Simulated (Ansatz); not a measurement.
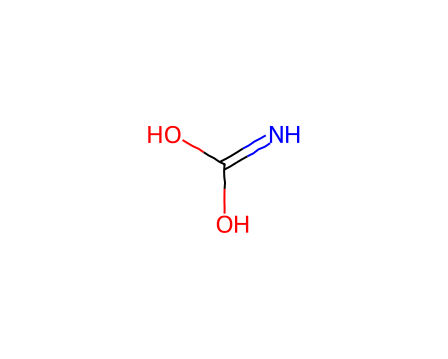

The computed structure is the end point of a PBE0-D4/def2-TZVP optimisation. Program: Ansatz 0.2.0.

At this fixed geometry, give HOMO–LUMO gap (eV), dipole (D), vertical IP (eV) at these levels: B3LYP-D4/def2-TZVPP; PBE-D4/def2-TZVPP; r2SCAN-D4/def2-TZVPP; ωB97M-V/def2-TZVPP.

```
               level  HOMO–LUMO gap (eV)  dipole (D)  vertical IP (eV)
 B3LYP-D4/def2-TZVPP                7.60        1.67             10.45
   PBE-D4/def2-TZVPP                5.93        1.59             10.24
r2SCAN-D4/def2-TZVPP                6.98        1.62             10.23
  ωB97M-V/def2-TZVPP               12.03        1.69             10.44
```
